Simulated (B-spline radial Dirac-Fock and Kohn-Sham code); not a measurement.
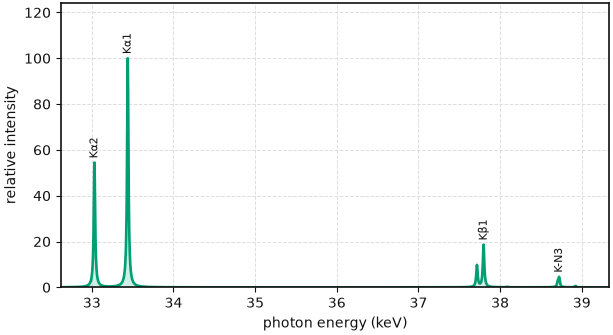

X-ray emission lines that fill a K (1s) hole, broadened by a Lorentzian of 21 eV full width. Multiplet splitting by the open shell is left out. It refers to La⁶⁺, configuration [Kr] 4d10 5s2 5p3. Computed with a B-spline radial code: independent-particle rates on relativistic LDA orbitals of the hole state (multipoles to L = 3), energies from Dirac–Fock ΔSCF.

What multipole carries the K-M5 line?

Answer. E2; it is forbidden as an electric dipole and holds 0.079 % of the emission.
